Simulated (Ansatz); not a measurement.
CH₅Al₂NO (SMILES N=[CH][AlH][AlH][OH])

```yaml
atoms:
  - { symbol: N, position_ang: [1.9448, -0.4659, -0.6593] }
  - { symbol: C, position_ang: [1.3045, -1.4457, -0.1436] }
  - { symbol: Al, position_ang: [-0.5490, -1.3205, 0.5593] }
  - { symbol: Al, position_ang: [-1.4444, 1.0781, 0.3149] }
  - { symbol: O, position_ang: [-0.1941, 1.9717, -0.4448] }
  - { symbol: H, position_ang: [1.3817, 0.3975, -0.6633] }
  - { symbol: H, position_ang: [1.8676, -2.4018, -0.1150] }
  - { symbol: H, position_ang: [-1.2599, -2.6085, 1.1594] }
  - { symbol: H, position_ang: [-2.7879, 1.8427, 0.6862] }
  - { symbol: H, position_ang: [-0.1802, 2.9010, -0.6908] }
```

Method: RKS CAM-B3LYP-D4/def2-SVP (Ansatz).

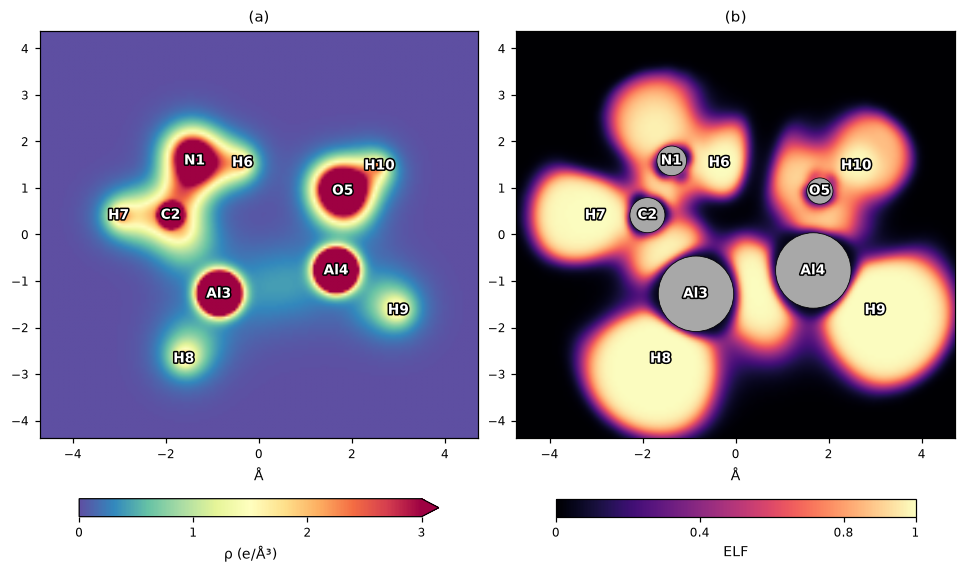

Figure 1. (a) electron density; (b) ELF on the molecular plane. Grey discs cover the atomic cores in the ELF map.

**Read the bonding off the picture.**

- The plane passes through N, C, Al, O and H nuclei.
- C–N (1.28 Å): ρ is about 2.8 e/Å³ halfway; the ELF peaks at about 0.90 between the atoms: localised, covalent bonding.
- Al–O (1.71 Å): ρ is about 0.81 e/Å³ halfway; the ELF peaks at about 0.85 in the valence shell of O, 0.6 Å from its nucleus, and is about 0.35 at the midpoint.
- C–Al (1.99 Å): ρ is about 0.71 e/Å³ halfway; the ELF peaks at about 1 between the atoms (a polar covalent bond).
- Al–Al (2.57 Å): ρ at the midpoint is about 0.42 e/Å³; the ELF peaks at about 1 between the atoms; a shared electron pair.
- O–H (0.96 Å): ρ is about 3.7 e/Å³ halfway; the ELF climbs to about 1 towards the hydrogen, as it does in any bond to H; a covalent bond by its length.
- The ELF also peaks beside N1, away from the bonds: lone-pair regions.

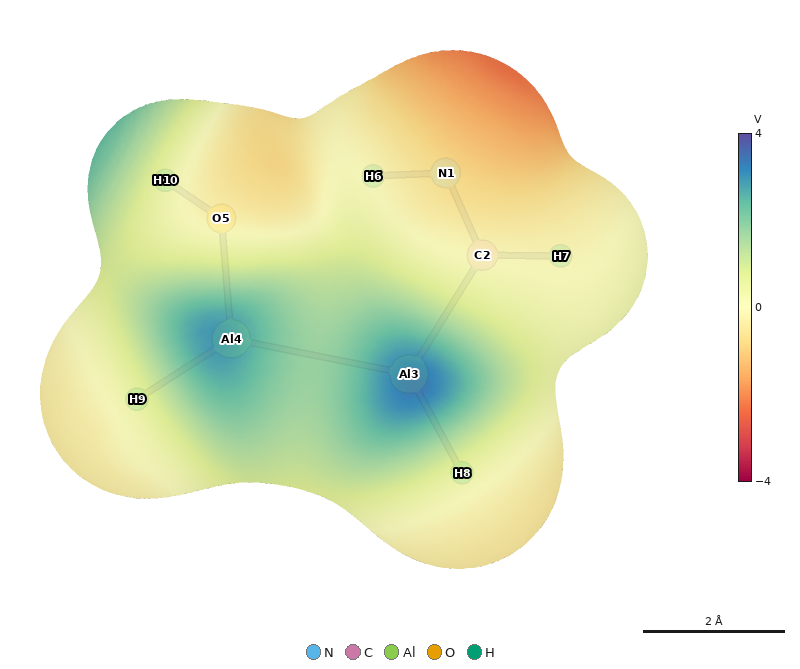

Figure 2. The molecular electrostatic potential painted on the density surface at 0.002 e/bohr³, seen across its widest extent; red is negative and blue positive.

**Describe the electrostatic potential map.**

The most negative region (about −2.3 V) lies over N1, the most positive (about +3.3 V) over Al3. N1 is the likeliest acceptor of a hydrogen bond.

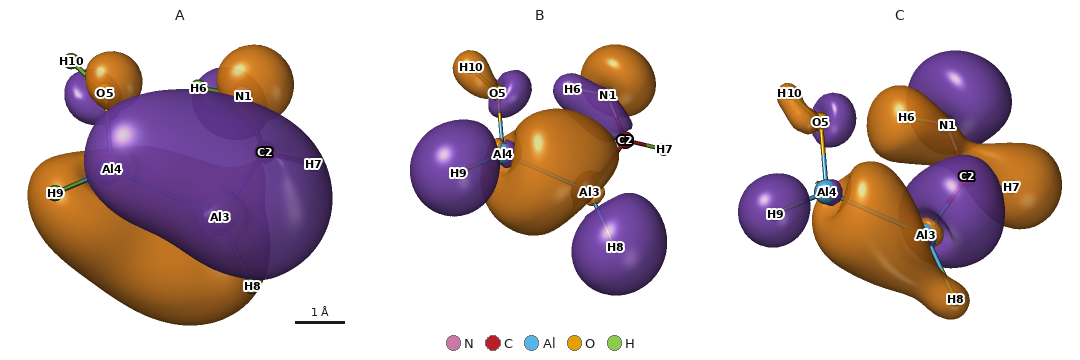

Figure 3. Three frontier orbitals at ±0.06 Å⁻³ᐟ² (orange and purple are the two phases), in no order.

**Which picture is the HOMO−1, the HOMO and the LUMO?**

B is the HOMO−1 (−8.50 eV). Its weight (Hirshfeld) is mainly on Al3 (about 30 %), Al4 (about 30 %), H8 (about 15 %), H9 (about 10 %) and N1 (about 10 %); it is symmetric in the molecular plane (an in-plane orbital: σ, lone-pair or in-plane π type). C is the HOMO (−7.43 eV). Its weight (Hirshfeld) is mainly on N1 (about 40 %), C2 (about 20 %), Al3 (about 15 %), H7 (about 5 %) and Al4 (about 5 %); it is symmetric in the molecular plane (an in-plane orbital: σ, lone-pair or in-plane π type). A is the LUMO (−1.60 eV). By Hirshfeld shares it lies mainly on Al3 (about 50 %), Al4 (about 30 %) and N1 (about 5 %); it changes sign across the molecular plane (π type); π-bonding across Al3–Al4.

**What is the HOMO–LUMO gap?**

5.83 eV between the orbital energies.

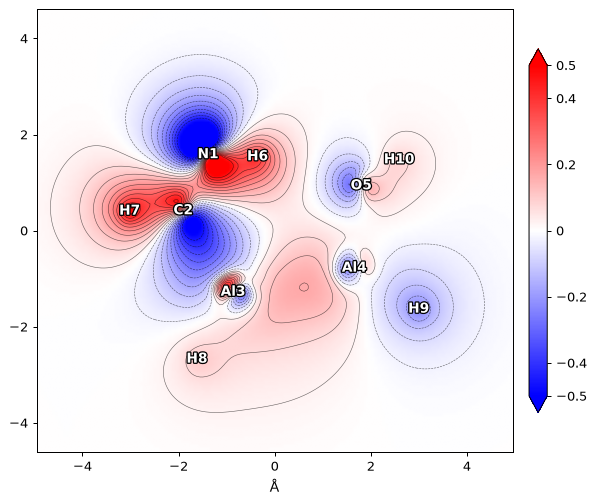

Figure 4. One frontier orbital on the molecular plane (values in Å⁻³ᐟ²; the overall sign is arbitrary).

**Which orbital is it: HOMO or LUMO?**

The HOMO, at −7.43 eV. Its weight (Hirshfeld) is mainly on N1 (about 40 %), C2 (about 20 %), Al3 (about 15 %), H7 (about 5 %) and Al4 (about 5 %); it is symmetric in the molecular plane (an in-plane orbital: σ, lone-pair or in-plane π type).
